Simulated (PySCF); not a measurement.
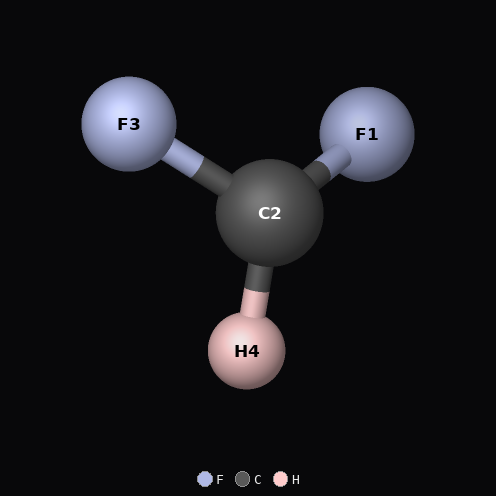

State: neutral, doublet. Computed geometry: PBE0-D3(BJ)/def2-SVP optimisation. No frequency run is at hand to confirm it as a minimum. Computed with UKS CAM-B3LYP, pcH-1 on C F H, non-relativistic (PySCF 2.14.0). Fermi-contact and spin-dipolar terms alone, no spin-orbit part.

Which nucleus has the largest dipolar (anisotropic) hyperfine coupling?

19F at F1, F3: principal values −253.6, −229.7, 483.3 MHz.

List the isotropic and dipolar parts for the most strongly coupled nuclei, one of each equivalent set.

```json
{"atom": "F1", "isotope": "19F", "a_iso (MHz)": "216.6", "dipolar part (MHz)": "−253.6, −229.7, 483.3"}
{"atom": "C2", "isotope": "13C", "a_iso (MHz)": "397.4", "dipolar part (MHz)": "−80.0, −79.4, 159.4"}
{"atom": "H4", "isotope": "1H", "a_iso (MHz)": "64.1", "dipolar part (MHz)": "−30.3, −7.9, 38.3"}
```
